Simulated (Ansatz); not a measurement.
# Run report: C₂H₁₁NSSi₂, geometry relaxation (part 1 of 2)

The run: geometry relaxation of C₂H₁₁NSSi₂. Method and program: UKS r2SCAN-D4/STO-3G (Ansatz 0.2.0).

It belongs to a series of runs on one base structure; here: end point A relaxed. Figures and captions count atoms from 1; the log counts them from 0 in places.

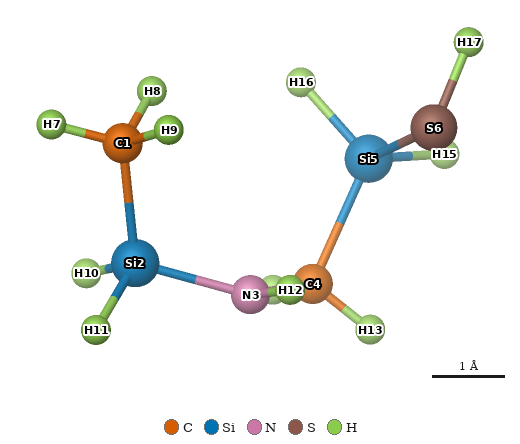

Fig. 1: The input geometry (ball-and-stick view, seen at a tilt; atoms are numbered from 1 in the order of the input).

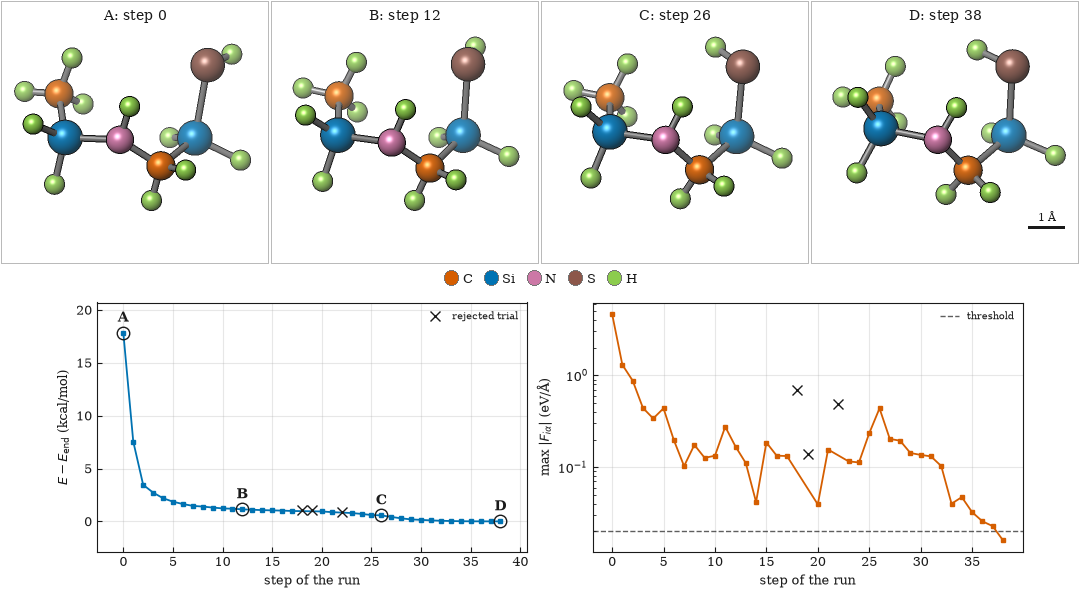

Fig. 2: Frames of the relaxation (ball-and-stick view, seen at a tilt) above the curves, on which the letters mark them (the first geometry is step 0 here and step 1 in the log).

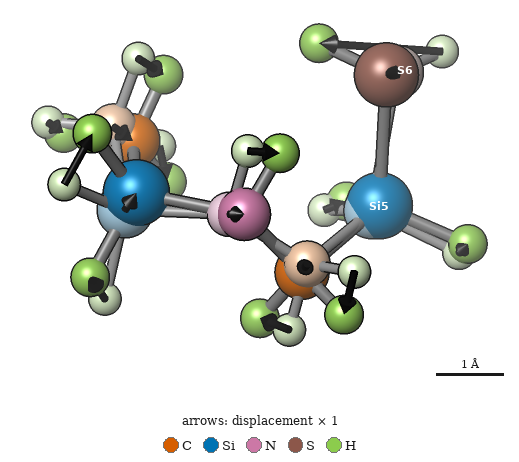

Fig. 3: Start (faint) and end (solid) with the displacements as black arrows, at true length (ball-and-stick view, seen at a tilt). The two geometries are laid on each other by the best rigid fit. After 38 geometry steps the energy has fallen by 17.8 kcal/mol. The largest force component goes from 4.7 to 0.016 eV/Å. The line search rejected the trial steps at points 18, 19, 22 (counted from 0) and went back. The atom that moves furthest after the best rigid fit is H17 (1.97 Å). By element the largest moves are H 1.97 Å, C 0.41 Å, S 0.37 Å, Si 0.37 Å, N 0.31 Å. Among the contacts that change: Si2–N3 1.696 → 1.780 Å, N3–C4 1.432 → 1.515 Å, C4–H13 1.030 → 1.107 Å, C1–Si2 1.821 → 1.885 Å. Among the angles that change: Si2–N3–C4 132.8° → 114.1°, N3–C4–H13 116.3° → 108.2°, Si5–C4–H14 103.2° → 111.1°. (Atoms are counted from 1 in the order of the input.)

The input and output of the run follow.

### Input
```yaml
crystal:
  periodic: [false, false, false]
  atoms:
    - { symbol: C, position_ang: [-0.4427, -2.1209, 0.7644] }
    - { symbol: Si, position_ang: [0.8812, -1.6743, -0.4027] }
    - { symbol: "N", position_ang: [1.2794, -0.0268, -0.3564] }
    - { symbol: C, position_ang: [0.7763, 1.1149, -1.0583] }
    - { symbol: Si, position_ang: [-0.8502, 1.8032, -0.2907] }
    - { symbol: S, position_ang: [-0.5008, 2.1227, 1.8285] }
    - { symbol: H, position_ang: [-0.6672, -3.1494, 0.7616] }
    - { symbol: H, position_ang: [-1.3811, -1.5543, 0.4632] }
    - { symbol: H, position_ang: [-0.2475, -1.7652, 1.8215] }
    - { symbol: H, position_ang: [0.5099, -1.9709, -1.7766] }
    - { symbol: H, position_ang: [2.0875, -2.4307, -0.0111] }
    - { symbol: H, position_ang: [1.5796, 0.2521, 0.6261] }
    - { symbol: H, position_ang: [1.3997, 1.9332, -1.1059] }
    - { symbol: H, position_ang: [0.4763, 0.8467, -2.0814] }
    - { symbol: H, position_ang: [-1.225, 3.0996, -0.8721] }
    - { symbol: H, position_ang: [-1.988, 0.9039, -0.3849] }
    - { symbol: H, position_ang: [-1.7066, 2.6158, 2.1149] }
magnetization:
  spin_polarized: true
basis:
  gaussian: { orbitals: STO-3G }
hamiltonian:
  xc: r2scan
  dispersion: d4
relax:
  f_tol: 0.02
  max_steps: 50
```

Run as:
```bash
ansatz run input.yaml --threads 1 --pin off --max-ram 2048MiB --backend cpu --events-out ev --progress --plain --runs-dir out
```

### Output
```
The last accepted step is kept in [file] (removed where the run ends without a failure and the disk answers)
Engine: ansatz 0.2.0, x86_64-unknown-linux-gnu
Functional definition: r2SCAN
  parameter k0 = 0.174
  parameter k1 = 0.065
  parameter a1 = 4.9479
  exchange = r2scan_x(k0 = k0, k1 = k1, a1 = a1)
  correlation = r2scan_c
732 factors; integrals over basis functions are off by at most 1.6e-5 eV
mean field evaluation 1: about -29980.7577 eV, gradient 1.9e1 eV
mean field evaluation 2: about -29980.4033 eV, gradient 2.1e1 eV
mean field evaluation 4: about -29983.1115 eV, gradient 5.3e-1 eV
mean field evaluation 8: about -29983.0053 eV, gradient 1.5e-2 eV
mean field -29983.00534132 eV, -1101.8551230826 hartree, gradient 4.9e-5 eV, S^2 0.000000; 0 other end points of the search recorded, 0 dependent functions left out
the calculation of the forces begins
reference -29983.00535044 eV, -1101.8551234178 hartree; 37, 37 occupied and 16, 16 virtual orbitals, 732 factors
relax step   1: F+E_penalty+E_count = -29983.13105564 eV  Δ(F+E_penalty+E_count) = +0.000e0 eV  max|allowed force component| = 4.672e0 eV/Å  Δτ_max = 0.0000 Å  (25 SCF iters, accepted)
these checks for a lower state are left out or cut short: starts, cluster_reference, orbital_swaps, neighbouring_geometries, increment
732 factors; integrals over basis functions are off by at most 1.9e-5 eV
mean field evaluation 16: about -29983.4514 eV, gradient 2.6e-1 eV
mean field -29983.45213835 eV, -1101.8715425704 hartree, gradient 7.4e-6 eV, S^2 0.000000; 0 other end points of the search recorded, 0 dependent functions left out
[... from here on the field's lines of each further geometry are left out, up to the last ...]
relax step   2: F+E_penalty+E_count = -29983.57732128 eV  Δ(F+E_penalty+E_count) = -4.463e-1 eV  max|allowed force component| = 1.301e0 eV/Å  Δτ_max = 0.1937 Å  (26 SCF iters, accepted)
relax step   3: F+E_penalty+E_count = -29983.75499198 eV  Δ(F+E_penalty+E_count) = -1.777e-1 eV  max|allowed force component| = 8.757e-1 eV/Å  Δτ_max = 0.1948 Å  (27 SCF iters, accepted)
relax step   4: F+E_penalty+E_count = -29983.78667680 eV  Δ(F+E_penalty+E_count) = -3.168e-2 eV  max|allowed force component| = 4.413e-1 eV/Å  Δτ_max = 0.1018 Å  (27 SCF iters, accepted)
relax step   5: F+E_penalty+E_count = -29983.80976380 eV  Δ(F+E_penalty+E_count) = -2.309e-2 eV  max|allowed force component| = 3.388e-1 eV/Å  Δτ_max = 0.1538 Å  (26 SCF iters, accepted)
relax step   6: F+E_penalty+E_count = -29983.82407195 eV  Δ(F+E_penalty+E_count) = -1.431e-2 eV  max|allowed force component| = 4.370e-1 eV/Å  Δτ_max = 0.0801 Å  (27 SCF iters, accepted)
relax step   7: F+E_penalty+E_count = -29983.83369083 eV  Δ(F+E_penalty+E_count) = -9.619e-3 eV  max|allowed force component| = 1.976e-1 eV/Å  Δτ_max = 0.0871 Å  (27 SCF iters, accepted)
relax step   8: F+E_penalty+E_count = -29983.84123813 eV  Δ(F+E_penalty+E_count) = -7.547e-3 eV  max|allowed force component| = 1.028e-1 eV/Å  Δτ_max = 0.1569 Å  (27 SCF iters, accepted)
relax step   9: F+E_penalty+E_count = -29983.84410052 eV  Δ(F+E_penalty+E_count) = -2.862e-3 eV  max|allowed force component| = 1.747e-1 eV/Å  Δτ_max = 0.1056 Å  (27 SCF iters, accepted)
relax step  10: F+E_penalty+E_count = -29983.84821719 eV  Δ(F+E_penalty+E_count) = -4.117e-3 eV  max|allowed force component| = 1.263e-1 eV/Å  Δτ_max = 0.0971 Å  (27 SCF iters, accepted)
relax step  11: F+E_penalty+E_count = -29983.85160067 eV  Δ(F+E_penalty+E_count) = -3.383e-3 eV  max|allowed force component| = 1.332e-1 eV/Å  Δτ_max = 0.1035 Å  (27 SCF iters, accepted)
relax step  12: F+E_penalty+E_count = -29983.85298229 eV  Δ(F+E_penalty+E_count) = -1.382e-3 eV  max|allowed force component| = 2.757e-1 eV/Å  Δτ_max = 0.1659 Å  (26 SCF iters, accepted)
relax step  13: F+E_penalty+E_count = -29983.85547452 eV  Δ(F+E_penalty+E_count) = -2.492e-3 eV  max|allowed force component| = 1.677e-1 eV/Å  Δτ_max = 0.0511 Å  (27 SCF iters, accepted)
relax step  14: F+E_penalty+E_count = -29983.85709347 eV  Δ(F+E_penalty+E_count) = -1.619e-3 eV  max|allowed force component| = 1.107e-1 eV/Å  Δτ_max = 0.0444 Å  (27 SCF iters, accepted)
relax step  15: F+E_penalty+E_count = -29983.85871630 eV  Δ(F+E_penalty+E_count) = -1.623e-3 eV  max|allowed force component| = 4.168e-2 eV/Å  Δτ_max = 0.0724 Å  (27 SCF iters, accepted)
relax step  16: F+E_penalty+E_count = -29983.85971971 eV  Δ(F+E_penalty+E_count) = -1.003e-3 eV  max|allowed force component| = 1.856e-1 eV/Å  Δτ_max = 0.1355 Å  (26 SCF iters, accepted)
relax step  17: F+E_penalty+E_count = -29983.86070642 eV  Δ(F+E_penalty+E_count) = -9.867e-4 eV  max|allowed force component| = 1.335e-1 eV/Å  Δτ_max = 0.0352 Å  (27 SCF iters, accepted)
relax step  18: F+E_penalty+E_count = -29983.86224570 eV  Δ(F+E_penalty+E_count) = -1.539e-3 eV  max|allowed force component| = 1.321e-1 eV/Å  Δτ_max = 0.0954 Å  (26 SCF iters, accepted)
relax step  19: F+E_penalty+E_count = -29983.85637504 eV  Δ(F+E_penalty+E_count) = +5.871e-3 eV  max|allowed force component| = 6.973e-1 eV/Å  Δτ_max = 0.1854 Å  (27 SCF iters, rejected (line search))
relax step  20: F+E_penalty+E_count = -29983.85959717 eV  Δ(F+E_penalty+E_count) = +2.649e-3 eV  max|allowed force component| = 1.396e-1 eV/Å  Δτ_max = 0.0927 Å  (27 SCF iters, rejected (line search))
relax step  21: F+E_penalty+E_count = -29983.86409358 eV  Δ(F+E_penalty+E_count) = -1.848e-3 eV  max|allowed force component| = 3.933e-2 eV/Å  Δτ_max = 0.0452 Å  (27 SCF iters, accepted)
relax step  22: F+E_penalty+E_count = -29983.86699550 eV  Δ(F+E_penalty+E_count) = -2.902e-3 eV  max|allowed force component| = 1.556e-1 eV/Å  Δτ_max = 0.0975 Å  (27 SCF iters, accepted)
relax step  23: F+E_penalty+E_count = -29983.86657238 eV  Δ(F+E_penalty+E_count) = +4.231e-4 eV  max|allowed force component| = 4.918e-1 eV/Å  Δτ_max = 0.1497 Å  (25 SCF iters, rejected (line search))
relax step  24: F+E_penalty+E_count = -29983.87060165 eV  Δ(F+E_penalty+E_count) = -3.606e-3 eV  max|allowed force component| = 1.155e-1 eV/Å  Δτ_max = 0.0748 Å  (27 SCF iters, accepted)
relax step  25: F+E_penalty+E_count = -29983.87421394 eV  Δ(F+E_penalty+E_count) = -3.612e-3 eV  max|allowed force component| = 1.126e-1 eV/Å  Δτ_max = 0.0736 Å  (27 SCF iters, accepted)
relax step  26: F+E_penalty+E_count = -29983.87888813 eV  Δ(F+E_penalty+E_count) = -4.674e-3 eV  max|allowed force component| = 2.341e-1 eV/Å  Δτ_max = 0.1110 Å  (26 SCF iters, accepted)
relax step  27: F+E_penalty+E_count = -29983.88034455 eV  Δ(F+E_penalty+E_count) = -1.456e-3 eV  max|allowed force component| = 4.366e-1 eV/Å  Δτ_max = 0.1658 Å  (26 SCF iters, accepted)
relax step  28: F+E_penalty+E_count = -29983.88655828 eV  Δ(F+E_penalty+E_count) = -6.214e-3 eV  max|allowed force component| = 2.030e-1 eV/Å  Δτ_max = 0.2000 Å  (27 SCF iters, accepted)
relax step  29: F+E_penalty+E_count = -29983.89243446 eV  Δ(F+E_penalty+E_count) = -5.876e-3 eV  max|allowed force component| = 1.942e-1 eV/Å  Δτ_max = 0.1519 Å  (26 SCF iters, accepted)
relax step  30: F+E_penalty+E_count = -29983.89675427 eV  Δ(F+E_penalty+E_count) = -4.320e-3 eV  max|allowed force component| = 1.426e-1 eV/Å  Δτ_max = 0.0655 Å  (27 SCF iters, accepted)
relax step  31: F+E_penalty+E_count = -29983.89870528 eV  Δ(F+E_penalty+E_count) = -1.951e-3 eV  max|allowed force component| = 1.360e-1 eV/Å  Δτ_max = 0.0321 Å  (27 SCF iters, accepted)
relax step  32: F+E_penalty+E_count = -29983.90078204 eV  Δ(F+E_penalty+E_count) = -2.077e-3 eV  max|allowed force component| = 1.311e-1 eV/Å  Δτ_max = 0.0854 Å  (26 SCF iters, accepted)
relax step  33: F+E_penalty+E_count = -29983.90238237 eV  Δ(F+E_penalty+E_count) = -1.600e-3 eV  max|allowed force component| = 1.028e-1 eV/Å  Δτ_max = 0.0401 Å  (27 SCF iters, accepted)
relax step  34: F+E_penalty+E_count = -29983.90334738 eV  Δ(F+E_penalty+E_count) = -9.650e-4 eV  max|allowed force component| = 4.002e-2 eV/Å  Δτ_max = 0.0329 Å  (27 SCF iters, accepted)
relax step  35: F+E_penalty+E_count = -29983.90422799 eV  Δ(F+E_penalty+E_count) = -8.806e-4 eV  max|allowed force component| = 4.718e-2 eV/Å  Δτ_max = 0.0486 Å  (27 SCF iters, accepted)
relax step  36: F+E_penalty+E_count = -29983.90456934 eV  Δ(F+E_penalty+E_count) = -3.413e-4 eV  max|allowed force component| = 3.238e-2 eV/Å  Δτ_max = 0.0263 Å  (27 SCF iters, accepted)
relax step  37: F+E_penalty+E_count = -29983.90469446 eV  Δ(F+E_penalty+E_count) = -1.251e-4 eV  max|allowed force component| = 2.576e-2 eV/Å  Δτ_max = 0.0399 Å  (27 SCF iters, accepted)
```
